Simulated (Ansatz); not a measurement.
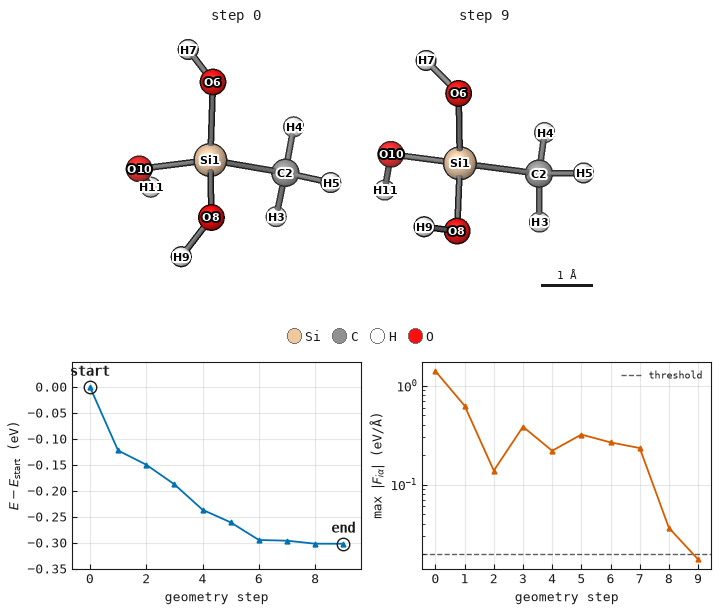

First and last geometry of a relaxation of CH$_{6}$O$_{3}$Si, with the history of the run. The picture is a ball-and-stick view, seen at a tilt.

The run prepares the start of a later molecular dynamics calculation, from a guessed geometry.

Level of theory: Ansatz, RKS PBE/6-31G*. (no spin polarisation; force threshold 0.02 eV/Å; at most 40 steps)

Question: Did the run converge, and what did it change?

Answer: It converged. H9 moves most after the best rigid fit: 0.82 Å. Largest moves by element: H 0.82 Å, O 0.50 Å, Si 0.19 Å, C 0.13 Å. Near-neighbour distances that change, for instance: O10–H11 1.010 → 0.976 Å, Si1–O6 1.680 → 1.671 Å, C2–H3 1.110 → 1.103 Å. Bond angles that change, for instance: O6–Si1–O10 109.5° → 102.8°, Si1–O10–H11 109.5° → 114.3°, C2–Si1–O8 109.5° → 105.0°. Groups turn about Si1–O8 by about 95°, Si1–O10 by about 45°, Si1–C2 by about 20°. The energy falls by 0.302 eV in 9 geometry steps. The largest force component goes from 1.4 to 0.017 eV/Å.

```json
{"step": "0", "E − E(0), eV": "0.0000", "largest force component, eV/Å": "1.4034"}
{"step": "1", "E − E(0), eV": "-0.1225", "largest force component, eV/Å": "0.6272"}
{"step": "2", "E − E(0), eV": "-0.1498", "largest force component, eV/Å": "0.1384"}
{"step": "3", "E − E(0), eV": "-0.1877", "largest force component, eV/Å": "0.3846"}
{"step": "4", "E − E(0), eV": "-0.2366", "largest force component, eV/Å": "0.2197"}
{"step": "5", "E − E(0), eV": "-0.2609", "largest force component, eV/Å": "0.3208"}
{"step": "6", "E − E(0), eV": "-0.2947", "largest force component, eV/Å": "0.2671"}
{"step": "7", "E − E(0), eV": "-0.2961", "largest force component, eV/Å": "0.2340"}
{"step": "8", "E − E(0), eV": "-0.3019", "largest force component, eV/Å": "0.0364"}
{"step": "9", "E − E(0), eV": "-0.3019", "largest force component, eV/Å": "0.0175"}
```
